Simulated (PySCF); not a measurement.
## What a change does: NMR shielding calculation on CH7FO2Si2

System: CH7FO2Si2.
Method of run 1: GIAO HF/pcSseg-1 NMR shielding, non-relativistic, gas phase (PySCF 2.14.0).

The geometry comes from this level: PBE0-D3(BJ)/def2-SVP. Text and figures count atoms from 1; the logs count them from 0 in places.

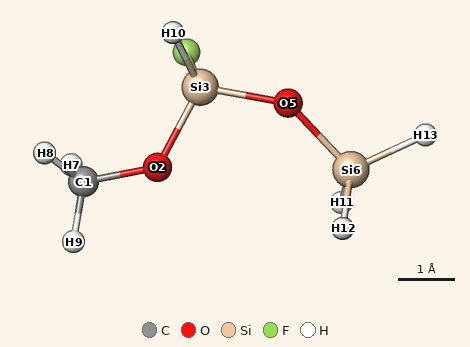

Figure 1. The input geometry (ball-and-stick view, seen on its broad side; atoms are numbered from 1 in the order of the input).

**Input, run 1**
```
{"job": {"kind": "nmr", "xc": "HF", "basis": "pcSseg-1", "pop": false}, "charge": 0, "multiplicity": 1}
C     -2.445063    -0.763074    -0.203817
O     -1.134866    -0.335829     0.059560
Si    -0.479858     1.121156    -0.316543
F     -0.769568     1.412455    -1.881919
O      1.125075     1.011059    -0.058872
Si     2.350042    -0.123343    -0.070586
H     -2.687684    -0.696169    -1.278130
H     -3.190287    -0.171338     0.357351
H     -2.541529    -1.813020     0.107943
H     -1.051769     2.247415     0.445850
H      2.233559    -0.997848    -1.273452
H      2.280403    -0.956485     1.163615
H      3.642169     0.614900    -0.107449
```

The first line tells a small driver script what to run in PySCF; the rest is the geometry in Å.

Launched with:
```bash
OMP_NUM_THREADS=1 python <driver script> task.json out
```

Hardware: 1 CPU thread, shared host.

**Output (run 1)**
```
final grid: 106688 points
cycle   1  E = -868.9596189548  dE =  4.186e-01  |g| = 8.101e-01  |ddm| = 3.087e+00
cycle   2  E = -869.0634300281  dE = -1.038e-01  |g| = 4.729e-01  |ddm| = 7.330e-01
cycle   3  E = -869.0991037713  dE = -3.567e-02  |g| = 6.146e-02  |ddm| = 2.633e-01
cycle   4  E = -869.1002495292  dE = -1.146e-03  |g| = 1.399e-02  |ddm| = 8.506e-02
cycle   5  E = -869.1003007962  dE = -5.127e-05  |g| = 4.330e-03  |ddm| = 1.785e-02
cycle   6  E = -869.1003050657  dE = -4.269e-06  |g| = 1.150e-03  |ddm| = 4.998e-03
cycle   7  E = -869.1003054748  dE = -4.091e-07  |g| = 2.926e-04  |ddm| = 1.721e-03
cycle   8  E = -869.1003055103  dE = -3.554e-08  |g| = 9.271e-05  |ddm| = 4.824e-04
cycle   9  E = -869.1003055139  dE = -3.553e-09  |g| = 2.504e-05  |ddm| = 1.349e-04
cycle  10  E = -869.1003055141  dE = -2.799e-10  |g| = 9.602e-06  |ddm| = 3.948e-05
converged SCF energy = -869.1003055141

GIAO shielding tensors (ppm)
atom      isotropic    diamagn.    paramagn.     s11        s22        s33       span
  0 C      144.200     236.164     -91.964    121.030    123.337    188.233     67.203
  1 O      326.023     403.680     -77.657    268.318    336.645    373.106    104.788
  2 Si     461.297     876.569    -415.273    434.550    469.959    479.382     44.832
  3 F      356.580     471.975    -115.395    318.343    329.557    421.841    103.498
  4 O      310.063     402.690     -92.628    282.077    312.090    336.021     53.944
  5 Si     435.529     874.778    -439.249    405.020    413.724    487.843     82.823
  6 H       28.096      27.479       0.617     23.243     26.513     34.532     11.289
  7 H       28.261      27.208       1.053     23.876     25.895     35.013     11.137
  8 H       27.998      27.601       0.397     23.483     25.700     34.810     11.327
  9 H       27.911      29.779      -1.867     24.473     25.008     34.253      9.780
 10 H       27.164      29.689      -2.524     23.739     26.037     31.716      7.977
 11 H       27.224      29.700      -2.476     23.863     25.783     32.026      8.163
 12 H       27.276      28.088      -0.812     23.934     25.317     32.577      8.643
```

For run 2 the input was changed thus:
```diff
-"xc": "HF"
+"xc": "B3LYP"
```

Predict how the results change.

The total energies belong to different methods, so their difference says nothing on which is more stable or more accurate. The HOMO goes from −12.71 to −8.44 eV. The LUMO goes from 3.72 to 0.16 eV. The dipole moment goes from 1.72 to 1.56 D. Of all shieldings, the largest change is that of Si6, by −55.4 ppm. The method changes from HF to B3LYP. The SCF takes 13 iterations against 10.

**Output (run 2)**
```
coarse grid: 11936 points
cycle   1  E = -871.5075157819  dE =  5.222e-01  |g| = 1.135e+00  |ddm| = 3.214e+00
cycle   2  E = -871.1142499728  dE =  3.933e-01  |g| = 1.865e+00  |ddm| = 1.969e+00
cycle   3  E = -871.7169349798  dE = -6.027e-01  |g| = 1.203e-01  |ddm| = 1.376e+00
cycle   4  E = -871.7185922829  dE = -1.657e-03  |g| = 8.521e-02  |ddm| = 1.270e-01
cycle   5  E = -871.7196785853  dE = -1.086e-03  |g| = 1.145e-02  |ddm| = 5.058e-02
cycle   6  E = -871.7196979610  dE = -1.938e-05  |g| = 3.743e-03  |ddm| = 1.011e-02
cycle   7  E = -871.7197002493  dE = -2.288e-06  |g| = 1.268e-03  |ddm| = 2.583e-03
final grid: 106688 points
cycle   8  E = -871.7794311193  dE = -1.192e-05  |g| = 6.065e-03  |ddm| = 1.077e-02
cycle   9  E = -871.7794237280  dE =  7.391e-06  |g| = 8.961e-03  |ddm| = 7.685e-03
cycle  10  E = -871.7794374902  dE = -1.376e-05  |g| = 8.989e-04  |ddm| = 4.960e-03
cycle  11  E = -871.7794376488  dE = -1.586e-07  |g| = 1.580e-04  |ddm| = 7.871e-04
cycle  12  E = -871.7794376536  dE = -4.767e-09  |g| = 4.407e-05  |ddm| = 1.403e-04
cycle  13  E = -871.7794376538  dE = -2.315e-10  |g| = 2.071e-05  |ddm| = 3.758e-05
converged SCF energy = -871.7794376538

GIAO shielding tensors (ppm)
atom      isotropic    diamagn.    paramagn.     s11        s22        s33       span
  0 C      127.536     238.380    -110.844    100.290    103.270    179.048     78.759
  1 O      290.794     402.406    -111.612    224.790    302.211    345.381    120.591
  2 Si     406.374     880.680    -474.306    386.070    412.018    421.035     34.965
  3 F      314.795     471.412    -156.617    265.958    282.229    396.199    130.240
  4 O      285.993     400.543    -114.550    251.966    291.567    314.447     62.481
  5 Si     380.164     878.421    -498.257    339.599    350.381    450.510    110.911
  6 H       27.548      27.655      -0.107     23.029     25.725     33.889     10.859
  7 H       27.699      27.165       0.534     23.606     25.267     34.223     10.617
  8 H       27.632      27.911      -0.279     23.477     25.436     33.984     10.507
  9 H       27.094      29.815      -2.721     23.801     24.153     33.327      9.526
 10 H       26.392      29.778      -3.386     23.038     25.221     30.916      7.878
 11 H       26.489      29.791      -3.302     23.190     25.068     31.209      8.019
 12 H       26.604      27.949      -1.346     23.328     24.801     31.682      8.354
```

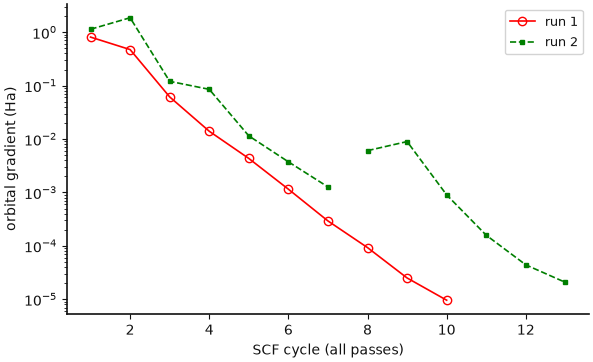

Figure 2. Convergence of the two runs: orbital gradient against the SCF cycle. A break in a curve parts two SCF passes (coarse and final grid). Run 1 takes 10 cycles in all, and run 2 takes 13.

**The two runs side by side**

| quantity | run 1 | run 2 |
| --- | --- | --- |
| outcome | converged | converged |
| total energy (hartree) | −869.100306 | −871.779438 |
| HOMO (eV) | −12.71 | −8.44 |
| LUMO (eV) | 3.72 | 0.16 |
| dipole moment (D) | 1.72 | 1.56 |
| shielding of C1 (ppm) | 144.2 | 127.5 |
| shielding of O2 (ppm) | 326.0 | 290.8 |
| shielding of Si3 (ppm) | 461.3 | 406.4 |
| shielding of F4 (ppm) | 356.6 | 314.8 |
| shielding of O5 (ppm) | 310.1 | 286.0 |
| shielding of Si6 (ppm) | 435.5 | 380.2 |
| shielding of H10 (ppm) | 27.9 | 27.1 |
| SCF iterations | 10 | 13 |
| basis functions | 151 | 151 |
| wall time (shared host) | 11 s | 20 s |
